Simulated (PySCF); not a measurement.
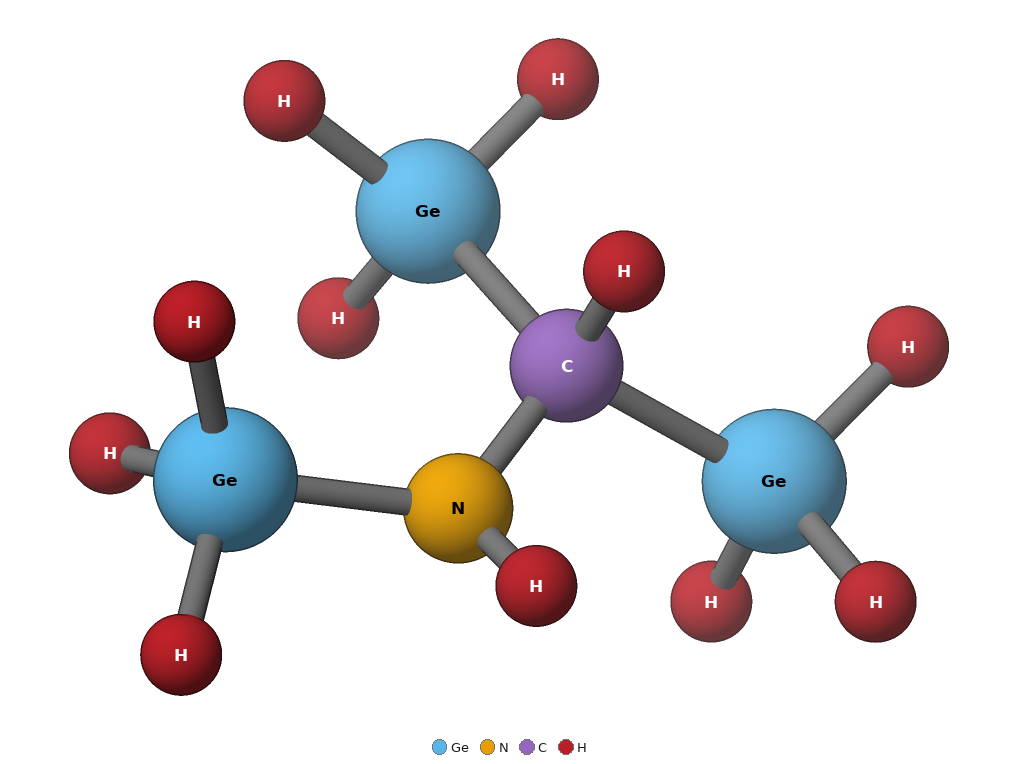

The computed structure is the end point of a GFN2-xTB optimisation. No frequency run is at hand to confirm it as a minimum. Method: B3LYP/def2-SVPD, gas phase (PySCF 2.14.0). Excitations: vertical, linear response.

Computed properties:

The species is CH₁₁Ge₃N (`[GeH3][NH][CH]([GeH3])[GeH3]`).
- dipole moment: 1.01 D
- HOMO energy (Kohn–Sham orbital): −6.46 eV
- LUMO energy (Kohn–Sham orbital): −0.27 eV
- HOMO–LUMO gap: 6.20 eV
- mean static polarisability: 114.2 bohr³
- lowest vertical singlet excitation: 5.17 eV
- its oscillator strength: 0.005
- brightest of the 8 lowest singlets: 6.00 eV
- its oscillator strength: 0.10

The geometry is semi-empirical. Around Ge such bond lengths and angles can be off by a tenth of an ångström or more and by several degrees, and values that hang on the shape move with them.
